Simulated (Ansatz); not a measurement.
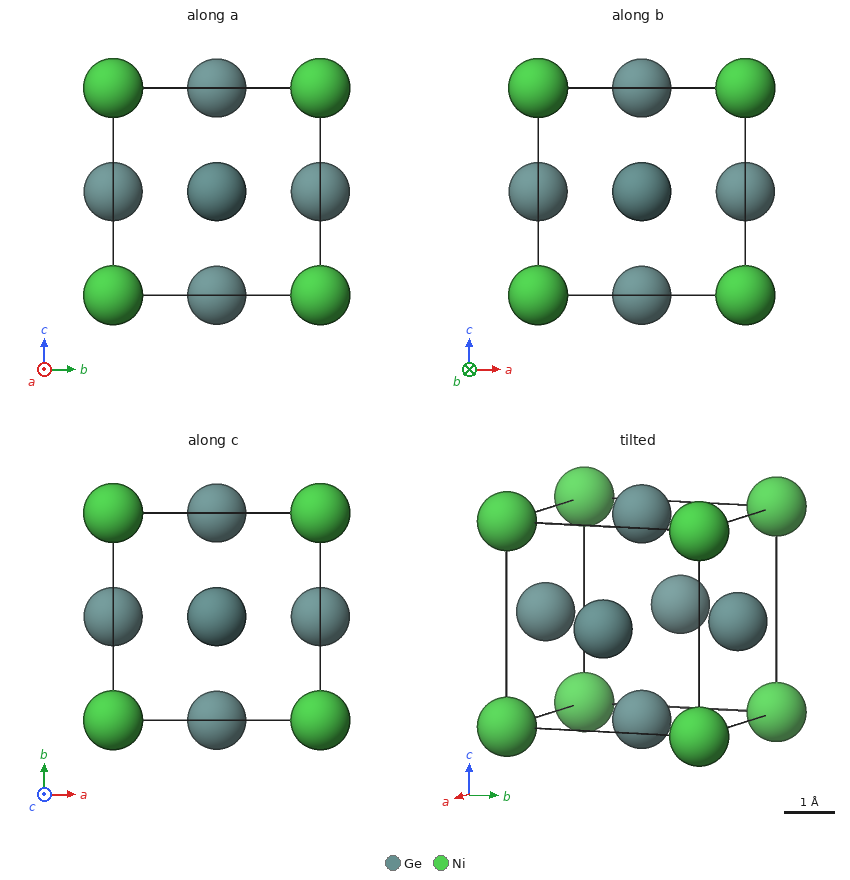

Structure drawing (spheres-only), viewed along the a axis, along the b axis, along the c axis and slightly off an axis. The outline marks the conventional unit cell.

Lattice parameters: a = 4.212 Å, b = 4.212 Å, c = 4.212 Å, α = 90.00°, β = 90.00°, γ = 90.00°. Put a along x and b in the xy plane.

Transcribe the picture into a POSCAR file.

Answer.
```
Ge Ni
1.0
     4.212    0.000    0.000
     0.000    4.212    0.000
     0.000    0.000    4.212
Ge Ni
3 1
Direct
  0.0000 0.5000 0.5000
  0.5000 0.0000 0.5000
  0.5000 0.5000 0.0000
  0.0000 0.0000 0.0000
```

Provenance: a structure type filled with these elements by a generator (whether the compound takes this form wasn't checked). Earlier steps of the study, as a rule a relaxation of our own, may have changed the cell and positions, so they can lie some per cent off the listed ones. A calculation with Ansatz used it as input.

At this level of theory the run's own cell isn't at rest (stretched, at -12 GPa), so its distances can differ from those at equilibrium, the more so the softer the solid.
